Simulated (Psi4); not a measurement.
**LCCD/3-21G (density fitting, density fitting for correlation) run of BSiH5 (SMILES [H]B([H])[SiH3])**

What is the energy change on altering one bond length of BSiH5 at LCCD/3-21G (density fitting, density fitting for correlation)? 

Program for the calculation: Psi4 1.11.

4 further runs of the same task are left out: 1 that didn't finish, 3 set aside as unsound or not needed.

### Step 1. The structure to begin with

BSiH5: 7 atoms, total charge 0, spin state singlet. As SMILES, `[H]B([H])[SiH3]`. The shape is that of a GFN2-xTB optimisation.

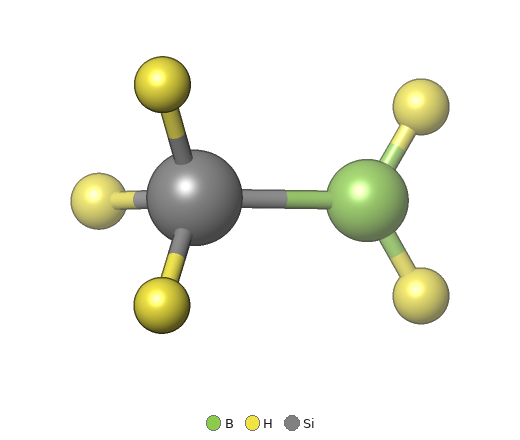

The structure, seen from a chosen angle (boron green, hydrogen yellow, silicon grey).

### Step 2. The energy at LCCD/3-21G (density fitting, density fitting for correlation)

Contents of calc.in:

```
memory 1.6 GB

molecule geom {
  B      0.595540     1.038560     0.005960
  H      1.765140     1.076930     0.027400
  H      0.039220     2.066980    -0.048000
  Si    -0.377680    -0.657970     0.018400
  H     -1.713750    -0.605710     0.632990
  H      0.300530    -1.764180     0.713070
  H     -0.608990    -1.154610    -1.349820
  no_reorient
  no_com
}

set {
  basis 3-21G
  freeze_core true
  cc_type df
}

energy("lccd")
```

Command:

```
$ psi4 calc.in calc.out -n 1
```

calc.out, cut to the lines that bear on the results:

```text
[...]
  Running in c1 symmetry.
[...]
  Nuclear repulsion =   48.520134215931222
[...]
  Multiplicity = 1
[...]
  Nalpha       = 12
  Nbeta        = 12
[...]
    Number of basis functions: 32
[...]
   @DF-RHF iter   1:  -314.76022757119711   -7.87859e-01   3.53963e-03 ADIIS/DIIS
[...]
   @DF-RHF iter  10:  -314.77975898520327   -4.03588e-12   6.18112e-09 DIIS
[...]
    Orbital Energies [Eh]
    ---------------------
    Doubly Occupied:
       1A    -68.264626     2A     -7.577584     3A     -6.083983
       4A     -4.179463     5A     -4.179278     6A     -4.179114
       7A     -0.768031     8A     -0.667677     9A     -0.524461
      10A     -0.476238    11A     -0.457829    12A     -0.433866
[...]
  @DF-RHF Final Energy:  -314.77975898520327
   => Energetics <=
    Nuclear Repulsion Energy =             48.5201342159312219
    One-Electron Energy =                -531.0154869371297082
    Two-Electron Energy =                 167.7155937359952702
    Total Energy =                       -314.7797589852032161
[...]
 Multipole Moments:
 ------------------------------------------------------------------------------------
     Multipole            Electronic (a.u.)      Nuclear  (a.u.)        Total (a.u.)
 ------------------------------------------------------------------------------------
 L = 1.  Multiply by 2.5417464519 to convert [e a0] to [Debye]
 Dipole X            :          4.9265678           -4.7766040            0.1499637
 Dipole Y            :          8.5731582           -8.3136044            0.2595537
 Dipole Z            :         -0.5088088            0.4970736           -0.0117352
 Magnitude           :                                                    0.2999916
[...]
	DF-MP2 Total Energy (a.u.)         :  -314.88797283459138
[...]
```

It took 4.8 s on 1 thread of Intel Xeon Platinum 8259CL at 2.50GHz (Skylake/Cascade Lake), shared host; peak memory 0.19 GiB.

### Step 3. The distorted shape at the same level

Contents of bh5si.xyz:

```xyz
7
BH5Si
B      0.324274     1.481014    -0.271889
H      1.493874     1.519384    -0.250449
H     -0.232046     2.509434    -0.325849
Si    -0.648946    -0.215516    -0.259449
H     -1.985016    -0.163256     0.355141
H      0.300530    -1.764180     0.713070
H     -0.880256    -0.712156    -1.627669
```

Contents of bh5si.py:

```python
import psi4

psi4.set_memory(1600000000)
psi4.set_num_threads(1)
psi4.core.set_output_file('run.log', False)

with open('bh5si.xyz') as f:
    atoms = ''.join(f.readlines()[2:])
mol = psi4.geometry('0 1\n' + atoms + 'no_reorient\nno_com')

psi4.set_options({
    'basis': '3-21G',
    'freeze_core': True,
    'cc_type': 'df',
})

e = psi4.energy('lccd', molecule=mol)
print('E =', round(e, 9))
for k, v in sorted(psi4.core.scalar_variables().items()):
    print(f'{k:45s} {v:18.10f}')
```

Command:

```
$ python bh5si.py
```

run.log, cut to the lines that bear on the results:

```text
[...]
  Running in c1 symmetry.
[...]
  Nuclear repulsion =   46.841233439594589
[...]
  Multiplicity = 1
[...]
  Nalpha       = 12
  Nbeta        = 12
[...]
    Number of basis functions: 32
[...]
   @DF-RHF iter   1:  -314.70622727464047   -9.08878e-01   3.55489e-03 ADIIS/DIIS
[...]
   @DF-RHF iter  11:  -314.72887977463756   -6.82121e-13   3.84345e-09 DIIS
[...]
    Orbital Energies [Eh]
    ---------------------
    Doubly Occupied:
       1A    -68.305199     2A     -7.588042     3A     -6.116319
       4A     -4.212236     5A     -4.212108     6A     -4.210402
       7A     -0.766516     8A     -0.663644     9A     -0.528098
      10A     -0.482905    11A     -0.447305    12A     -0.386271
[...]
  @DF-RHF Final Energy:  -314.72887977463756
   => Energetics <=
    Nuclear Repulsion Energy =             46.8412334395945891
    One-Electron Energy =                -527.3021378852789667
    Two-Electron Energy =                 165.7320246710468155
    Total Energy =                       -314.7288797746375622
[...]
 Multipole Moments:
 ------------------------------------------------------------------------------------
     Multipole            Electronic (a.u.)      Nuclear  (a.u.)        Total (a.u.)
 ------------------------------------------------------------------------------------
 L = 1.  Multiply by 2.5417464519 to convert [e a0] to [Debye]
 Dipole X            :         16.5496854          -16.5668283           -0.0171429
 Dipole Y            :        -10.3502051           10.9170839            0.5668787
 Dipole Z            :         11.3876740          -11.5792723           -0.1915982
 Magnitude           :                                                    0.5986278
[...]
	DF-MP2 Total Energy (a.u.)         :  -314.84253905000315
[...]
```

The script printed:

```text
E = -314.883729959
CURRENT CORRELATION ENERGY                         -0.1548501844
CURRENT ENERGY                                   -314.8837299590
CURRENT REFERENCE ENERGY                         -314.7288797746
DD SOLVATION ENERGY                                 0.0000000000
HF KINETIC ENERGY                                 314.3831427528
HF POTENTIAL ENERGY                              -629.1120225274
HF TOTAL ENERGY                                  -314.7288797746
HF VIRIAL RATIO                                     2.0010997314
LCCD CORRELATION ENERGY                            -0.1548501844
LCCD DOUBLES ENERGY                                -0.1548501844
LCCD SINGLES ENERGY                                 0.0000000000
LCCD TOTAL ENERGY                                -314.8837299590
MP2 CORRELATION ENERGY                             -0.1136592754
MP2 DOUBLES ENERGY                                 -0.1136592754
MP2 SINGLES ENERGY                                  0.0000000000
MP2 TOTAL ENERGY                                 -314.8425390500
NUCLEAR REPULSION ENERGY                           46.8412334396
ONE-ELECTRON ENERGY                              -527.3021378853
PCM POLARIZATION ENERGY                             0.0000000000
PE ENERGY                                           0.0000000000
SCF ITERATION ENERGY                             -314.7288797746
SCF ITERATIONS                                     11.0000000000
SCF TOTAL ENERGY                                 -314.7288797746
SCS(N)-MP2 CORRELATION ENERGY                     314.7288797746
SCS(N)-MP2 TOTAL ENERGY                             0.0000000000
SCS-MP2 CORRELATION ENERGY                        314.7288797746
SCS-MP2 TOTAL ENERGY                                0.0000000000
SOS-MP2 CORRELATION ENERGY                        314.7288797746
SOS-MP2 TOTAL ENERGY                                0.0000000000
TWO-ELECTRON ENERGY                               165.7320246710
```

It took 4.5 s on 1 thread of Intel Xeon Platinum 8259CL at 2.50GHz (Skylake/Cascade Lake), shared host; peak memory 0.19 GiB.

### Step 4. Results

At LCCD/3-21G (density fitting, density fitting for correlation), 6 core orbitals frozen:

| quantity | value |
| --- | --- |
| first shape: total energy | -314.92265 Eh |
| first shape: HOMO energy (Hartree–Fock orbitals) | -11.81 eV |
| first shape: LUMO energy (Hartree–Fock orbitals) | 1.25 eV |
| first shape: HOMO–LUMO gap (Hartree–Fock orbitals) | 13.06 eV |
| first shape: correlation energy (6 core orbitals frozen) | -142.9 mEh |
| distorted shape: total energy | -314.88373 Eh |
| distorted shape: HOMO energy (Hartree–Fock orbitals) | -10.51 eV |
| distorted shape: LUMO energy (Hartree–Fock orbitals) | 0.94 eV |
| distorted shape: HOMO–LUMO gap (Hartree–Fock orbitals) | 11.45 eV |
| distorted shape: correlation energy (6 core orbitals frozen) | -154.9 mEh |
| energy change with the Si4–H6 bond stretched from 1.472 to 2.060 Å | 1.059 eV |

**Reading.** With the Si4–H6 bond stretched from 1.472 to 2.060 Å the energy rises by 1.06 eV (102 kJ/mol). The first shape isn't relaxed at this level, so the change isn't measured from a minimum.
